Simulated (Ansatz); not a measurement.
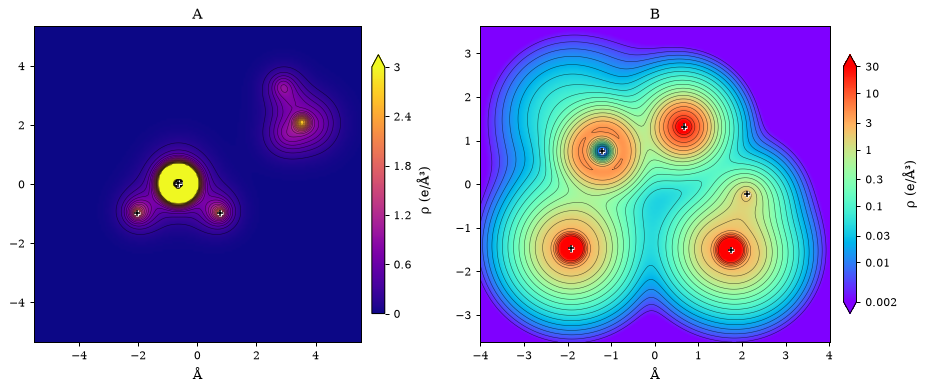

The electron density of 2 systems, each on a plane through atoms (crosses mark nuclei in the plane).

Theory: Ansatz 0.2.0, RKS PBE/def2-SVP.

System 1: Cl3FZr···HCl, the plane of atoms Cl3, Zr1 and F6. Core potentials replace the inner electrons of Zr; not at a stationary point (largest force 1.0 eV/Å).

```yaml
atoms:
  - { symbol: Zr, position_ang: [-0.5407, 0.0000, -0.4700] }
  - { symbol: Cl, position_ang: [0.1139, 0.0000, 3.1985] }
  - { symbol: Cl, position_ang: [1.7747, 0.0000, -0.0778] }
  - { symbol: Cl, position_ang: [-0.9952, 1.8972, -1.7568] }
  - { symbol: Cl, position_ang: [-0.9952, -1.8972, -1.7568] }
  - { symbol: F, position_ang: [-1.9003, 0.0000, 0.9330] }
  - { symbol: H, position_ang: [-1.1976, 0.0000, 2.9328] }
```

System 2: H4Sn···PH3, the plane of atoms H3, Sn1 and H4. Core potentials replace the inner electrons of Sn.

```tsv
atom	x (Å)	y (Å)	z (Å)
Sn	0.5689	-0.1253	-0.2494
H	0.7704	-0.2007	1.4620
H	2.1062	0.0894	-1.0024
H	-0.4575	1.2019	-0.6492
H	-0.1457	-1.5925	-0.8075
P	-3.6266	0.1492	1.8381
H	-3.2393	-0.2442	0.5064
H	-3.3868	-1.1721	2.3609
H	-2.2901	0.5822	2.1613
```

Q: Which map belongs to which system?

A: Panel A is system 2, H4Sn···PH3: the plane holds Sn and H. Sn–H (1.73 Å): the density is about 1.1 e/Å³ at the midpoint. Panel B is system 1, Cl3FZr···HCl: the plane holds Zr, Cl, F and H. F6···H7 (2.12 Å): the density falls to about 0.12 e/Å³ on the way.
